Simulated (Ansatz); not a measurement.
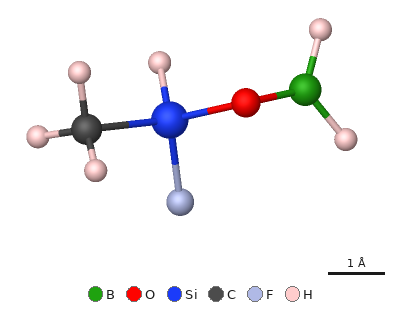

CH6BFOSi (coarse preliminary run), before the relaxation. Style: ball-and-stick. Shown at a tilt.

The start comes from a force field.

The calculation used RKS PBE-D4/def2-SVP (Ansatz 0.2.0).

Input
```yaml
crystal:
  periodic: [false, false, false]
  atoms:
    - {symbol: B, position_ang: [-0.499300, 1.660500, 1.421900]}
    - {symbol: O, position_ang: [0.359200, 0.602000, 1.097600]}
    - {symbol: Si, position_ang: [-0.222400, -0.045600, -0.408900]}
    - {symbol: C, position_ang: [0.845700, -1.590100, -0.779400]}
    - {symbol: F, position_ang: [0.057300, 1.063100, -1.653600]}
    - {symbol: H, position_ang: [-0.293100, 2.819600, 1.054200]}
    - {symbol: H, position_ang: [-1.482300, 1.512400, 2.073300]}
    - {symbol: H, position_ang: [-1.581000, -0.372200, -0.318000]}
    - {symbol: H, position_ang: [1.855700, -1.341700, -0.806500]}
    - {symbol: H, position_ang: [0.614300, -2.340200, 0.058000]}
    - {symbol: H, position_ang: [0.411400, -2.024700, -1.718000]}
basis:
  gaussian: {orbitals: def2-SVP}
hamiltonian: {xc: pbe, dispersion: d4}
relax: {f_tol: 0.03, max_steps: 200}
```

Run as
```bash
ansatz run in.yaml --threads 4 --pin off --events-out ev --progress --plain --max-ram 10444MiB
```

What does the optimiser find from here?

Answer. After 13 accepted moves (14 points after the start) the energy has fallen by 90.5 kJ/mol. Largest force component: 4 eV/Å at the start, 0.026 eV/Å at the end. The line search rejected the trial step at point 10 of the run. H6 moves most after the best rigid fit: 1.32 Å. By element the largest moves are H 1.32 Å, O 0.73 Å, F 0.61 Å, Si 0.27 Å, C 0.12 Å, B 0.11 Å. Some distances before and after: Si3–H8 1.400 → 1.498 Å, C4–H9 1.040 → 1.109 Å, Si3–C4 1.914 → 1.859 Å, Si3–F5 1.690 → 1.635 Å. Bond angles that change, for instance: B1–O2–Si3 106.1° → 131.3°, H9–C4–H11 116.5° → 108.5°, H6–B1–H7 114.8° → 122.0°. Groups turn about B1–O2 by about 90°, O2–Si3 by about 45°. The run took 18 s on 4 threads of Arm Neoverse V2 (shared host).

Final geometry:

```xyz
11

B    -0.4245    1.6909    1.5024
O     0.2327    1.0247    0.5158
Si   -0.3216   -0.0582   -0.6631
C     0.8112   -1.5319   -0.6748
F    -0.2127    0.7331   -2.0901
H     0.2277    2.4386    2.2105
H    -1.6281    1.5287    1.6654
H    -1.7681   -0.3638   -0.4220
H     1.8641   -1.2073   -0.7983
H     0.7293   -2.0907    0.2796
H     0.5555   -2.2209   -1.5046
```

The end point in the same view:

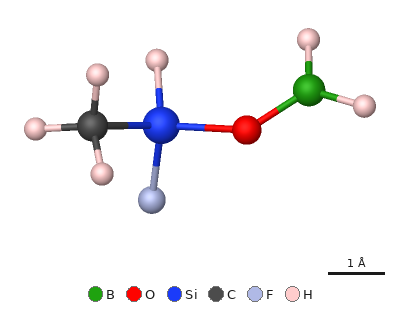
